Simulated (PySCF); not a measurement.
Molecule: C5H6O2Si, SMILES C#C[Si](OC)(C#C)O. Atoms near the plane z = 0.0 Å, at the CAM-B3LYP/def2-SVP optimised geometry (x, y, z in Å): Si3 (-1.5, 0.5, 0.0), O4 (-2.1, 2.0, 0.0), C5 (0.3, 0.5, 0.0), C6 (1.5, 0.5, 0.0), H10 (-2.6, 2.3, -0.8), H11 (2.6, 0.5, 0.0), H12 (-2.2, -2.3, -1.1).

Method: CAM-B3LYP/def2-TZVP in PySCF. Cells within 0.4 Å of a nucleus heavier than hydrogen are left out (blank, or x). The values are rescaled to run from 0 to 1.

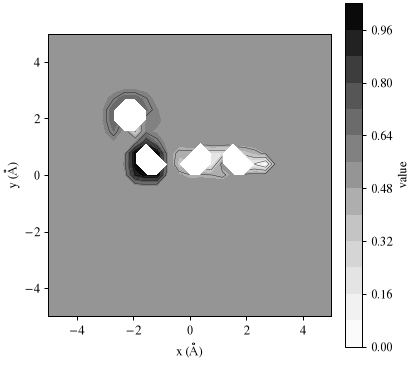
a field on the plane z = 0.0 Å.

Question: Which quantity is mapped?
A) electrostatic potential
B) an orbital amplitude
C) deformation density (molecule minus spherical neutral atoms)
D) Laplacian of the electron density

Answer: D, Laplacian of the electron density. In full: Laplacian of the electron density (e/bohr⁵), clipped to [-1.50, 1.50].
